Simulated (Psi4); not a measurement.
## Single-point calculation, with input and output: BHF2

- system: BHF2
- method: BP86/pcseg-1, RKS (Psi4 1.11)

The geometry comes from this level: PBE0-D4/def2-TZVP.

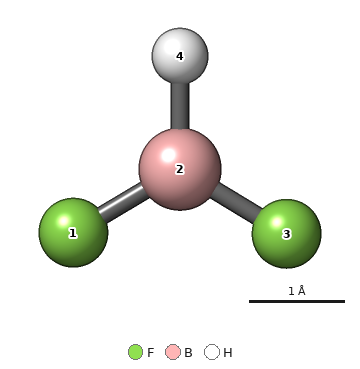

*The structure as given in the input (ball-and-stick view, seen on its broad side; atoms are numbered from 1 in the order of the input).*

Bond lengths as drawn: B–F 1.31 Å and B–H 1.19 Å.

**Summary**

| quantity | value |
| --- | --- |
| outcome | converged |
| total energy | −225.195646 hartree |
| basis functions | 47 |
| HOMO | −9.21 eV |
| LUMO | −1.26 eV |
| dipole moment | 0.77 D |
| hardware | 1 thread of AMD EPYC (Zen 5), 16 GiB of memory available, shared host |
| wall time | 3.6 s |
| peak memory | 0.5 GiB |

**Input file (job.inp)**
```
memory 1600 MB

molecule geom {
  F
  B 1 1.313275
  F 2 1.313162 1 118.0734
  H 2 1.191291 3 120.9677 1 -179.99789
  symmetry c1
}

set globals {
  reference rks
  puream true
  e_convergence 1e-09
  d_convergence 1e-08
  scf_type pk
  dft_radial_points 99
  dft_spherical_points 590
}

result, w = energy("bp86/pcseg-1", return_wfn=True)
```

Run as:
```bash
psi4 job.inp job.out -n 1
```

**Output**
```
Psi4 1.11 release

   => Loading Basis Set <=

    Name: PCSEG-1
    Role: ORBITAL
    Keyword: BASIS

         ---------------------------------------------------------
                                   SCF
                              RKS Reference
                        1 Threads,   1525 MiB Core
         ---------------------------------------------------------

  ==> Geometry <==

    Molecular point group: c1
    Full point group: C1

    Geometry (in Angstrom), charge = 0, multiplicity = 1:

       Center              X                  Y                   Z               Mass
    ------------   -----------------  -----------------  -----------------  -----------------
         F           -0.000000758027     0.419546417705    -1.061506621464    18.998403162730
         B           -0.000000758027     0.419546417705     0.251768378536    11.009305360000
         F           -0.000000758027    -0.739116087316     0.869745431267    18.998403162730
         H            0.000036859505     1.441121970795     0.864595951833     1.007825032230

  Running in c1 symmetry.

  Rotational constants: A =      2.47849  B =      0.34987  C =      0.30659 [cm^-1]
  Rotational constants: A =  74303.28086  B =  10488.92246  C =   9191.42705 [MHz]
  Nuclear repulsion =   61.888559216060209

  Charge       = 0
  Multiplicity = 1
  Electrons    = 24
  Nalpha       = 12
  Nbeta        = 12

  ==> Algorithm <==

  SCF Algorithm Type is PK.
  DIIS enabled.
  MOM disabled.
  Fractional occupation disabled.
  Guess Type is SAD.
  Energy threshold   = 1.00e-09
  Density threshold  = 1.00e-08
  Integral threshold = 1.00e-12

  ==> Primary Basis <==

  Basis Set: PCSEG-1
    Blend: PCSEG-1
    Number of shells: 21
    Number of basis functions: 47
    Number of Cartesian functions: 50
    Spherical Harmonics?: true
    Max angular momentum: 2

  ==> DFT Potential <==

   => LibXC <=

    Version 7.1.2

   => Composite Functional: BP86 <=

    BP86 GGA Exchange-Correlation Functional

    Deriv               =              1
    GGA                 =           TRUE
    Meta                =          FALSE

    Exchange Hybrid     =          FALSE
    MP2 Hybrid          =          FALSE

   => Exchange Functionals <=

    1.0000     XC_GGA_X_B88

   => Correlation Functionals <=

    1.0000     XC_GGA_C_P86

   => LibXC Density Thresholds  <==

    XC_GGA_C_P86:  1.00E-15
    XC_GGA_X_B88:  1.00E-15

   => Molecular Quadrature <=

    Radial Scheme          =       TREUTLER
    Pruning Scheme         =           NONE
    Nuclear Scheme         =       TREUTLER

    Blocking Scheme        =         OCTREE
    BS radius alpha        =              1
    Pruning alpha          =              1
    Radial Points          =             99
    Spherical Points       =            590
    Total Points           =         226013
    Total Blocks           =           1696
    Max Points             =            256
    Max Functions          =             47
    Weights Tolerance      =       1.00E-15

  ==> Integral Setup <==

  Using in-core PK algorithm.
   Calculation information:
      Number of atoms:                   4
      Number of AO shells:              21
      Number of primitives:             44
      Number of atomic orbitals:        50
      Number of basis functions:        47

      Integral cutoff                 1.00e-12
      Number of threads:                 1

  Performing in-core PK
  Using 1273512 doubles for integral storage.
  We computed 26460 shell quartets total.
  Whereas there are 26796 unique shell quartets.

  ==> DiskJK: Disk-Based J/K Matrices <==

    J tasked:                  Yes
    K tasked:                   No
    wK tasked:                  No
    Memory [MiB]:              861
    Schwarz Cutoff:          1E-12

  Cached 100.0% of DFT collocation blocks in 0.276 [GiB].

  Minimum eigenvalue in the overlap matrix is 2.0028995738E-02.
  Reciprocal condition number of the overlap matrix is 5.3811901651E-03.
    Using symmetric orthogonalization.

  ==> Pre-Iterations <==

  SCF Guess: Superposition of Atomic Densities via on-the-fly atomic UHF (no occupation information).

   -------------------------
    Irrep   Nso     Nmo
   -------------------------
     A         47      47
   -------------------------
    Total      47      47
   -------------------------

  ==> Iterations <==

                        Total Energy        Delta E     RMS |[F,P]|

   @RKS iter SAD:  -224.75580541765729   -2.24756e+02   0.00000e+00
   @RKS iter   1:  -225.11731298243552   -3.61508e-01   9.93406e-03 ADIIS/DIIS
   @RKS iter   2:  -225.03980604178986    7.75069e-02   1.51884e-02 ADIIS/DIIS
   @RKS iter   3:  -225.19145404546100   -1.51648e-01   2.00581e-03 ADIIS/DIIS
   @RKS iter   4:  -225.19560461550040   -4.15057e-03   1.98324e-04 ADIIS/DIIS
   @RKS iter   5:  -225.19564513872982   -4.05232e-05   3.09743e-05 DIIS
   @RKS iter   6:  -225.19564621046050   -1.07173e-06   3.12042e-06 DIIS
   @RKS iter   7:  -225.19564621623834   -5.77785e-09   1.53086e-06 DIIS
   @RKS iter   8:  -225.19564621774043   -1.50209e-09   5.09178e-07 DIIS
   @RKS iter   9:  -225.19564621793168   -1.91250e-10   1.07375e-08 DIIS
   @RKS iter  10:  -225.19564621793228   -5.96856e-13   2.84837e-09 DIIS
  Energy and wave function converged.

  ==> Post-Iterations <==

   Electrons on quadrature grid:
      Ntotal   =   23.9999997028 ; deviation = -2.972e-07

    Orbital Energies [Eh]
    ---------------------

    Doubly Occupied:

       1A    -24.304413     2A    -24.304376     3A     -6.634729
       4A     -1.159495     5A     -1.131476     6A     -0.535114
       7A     -0.488402     8A     -0.465353     9A     -0.449037
      10A     -0.396266    11A     -0.376119    12A     -0.338532

    Virtual:

      13A     -0.046338    14A      0.071829    15A      0.103215
      16A      0.138308    17A      0.225144    18A      0.234155
      19A      0.422181    20A      0.447649    21A      0.564969
      22A      0.906551    23A      0.936827    24A      0.937671
      25A      1.001818    26A      1.120354    27A      1.150246
      28A      1.295975    29A      1.380697    30A      1.516827
      31A      1.613667    32A      1.693568    33A      1.725898
      34A      1.867382    35A      2.015512    36A      2.079669
      37A      2.316720    38A      2.333533    39A      2.346995
      40A      2.354268    41A      2.684840    42A      2.712613
      43A      2.714522    44A      2.808335    45A      3.260302
      46A      3.342671    47A      3.415332

    Final Occupation by Irrep:
              A
    DOCC [    12 ]
    NA   [    12 ]
    NB   [    12 ]

  @RKS Final Energy:  -225.19564621793228

   => Energetics <=

    Nuclear Repulsion Energy =             61.8885592160602087
    One-Electron Energy =                -434.8434849591040461
    Two-Electron Energy =                 173.1311694980643097
    DFT Exchange-Correlation Energy =     -25.3718899729527791
    Empirical Dispersion Energy =           0.0000000000000000
    VV10 Nonlocal Energy =                  0.0000000000000000
    Total Energy =                       -225.1956462179322784

Computation Completed

Properties will be evaluated at   0.000000,   0.000000,   0.000000 [a0]

Properties computed using the SCF density matrix

 Multipole Moments:

 ------------------------------------------------------------------------------------
     Multipole            Electronic (a.u.)      Nuclear  (a.u.)        Total (a.u.)
 ------------------------------------------------------------------------------------

 L = 1.  Multiply by 2.5417464519 to convert [e a0] to [Debye]
 Dipole X            :         -0.0000475            0.0000367           -0.0000108
 Dipole Y            :         -0.9921549            1.2523726            0.2602177
 Dipole Z            :         -0.5949501            0.7513308            0.1563807
 Magnitude           :                                                    0.3035921

 ------------------------------------------------------------------------------------

	total time  =          2 seconds =       0.03 minutes

    Psi4 run time: 0:00:02.63
```

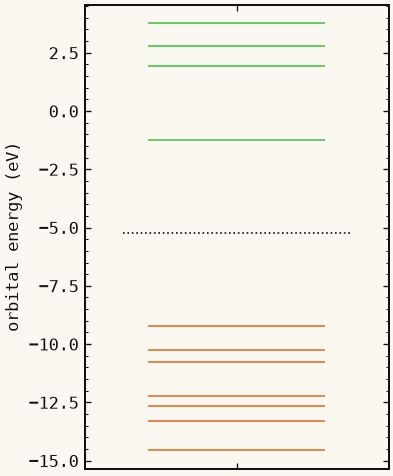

*Orbital energies near the frontier; the dotted line parts filled from empty levels, and levels within 0.02 eV of each other stand side by side.*

Highest filled −9.21 eV, lowest empty −1.26 eV, 7.95 eV apart.
